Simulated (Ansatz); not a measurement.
Process, species as SMILES: [CH]=O (CH-O) → [CH-]=O (an electron is taken up)
B3LYP-D3(BJ)/def2-TZVP geometries, fixed; electronic energies without zero-point terms; positive where energy is released.

Basis-set convergence of the adiabatic electron affinity at MP2 with Ansatz (an electronic-structure program). Cartesian d functions, on some or all atoms, in 6-31G*, 6-31+G*; all else is spherical. Cores are frozen. Open shells are unrestricted. No added dispersion term, no relativity. Functions are those of the species that has most. Reference: Hartree-Fock in aug-cc-pVQZ plus the correlation part extrapolated as X^-3 from aug-cc-pVTZ and aug-cc-pVQZ, 0.188 eV, itself unsure by roughly 0.013 eV (a third of the extrapolation step and of the last Hartree-Fock step). Deviations are taken from unrounded values.

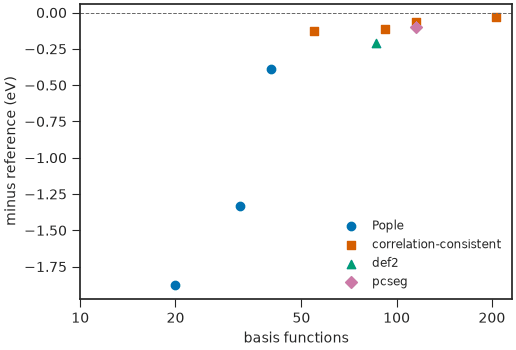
Deviation from the reference against the number of basis functions, by family of sets.

| basis | functions | adiabatic electron affinity (eV) | minus reference (eV) |
|---|---|---|---|
| 3-21G | 20 | -1.691 | -1.880 |
| 6-31G* | 32 | -1.145 | -1.333 |
| 6-31+G* | 40 | -0.201 | -0.389 |
| aug-cc-pVDZ | 55 | 0.060 | -0.129 |
| def2-TZVPD | 86 | -0.018 | -0.207 |
| jun-cc-pV(T+d)Z | 92 | 0.076 | -0.113 |
| aug-cc-pVTZ | 115 | 0.126 | -0.062 |
| aug-pcseg-2 | 115 | 0.089 | -0.099 |
| aug-cc-pVQZ | 206 | 0.158 | -0.030 |
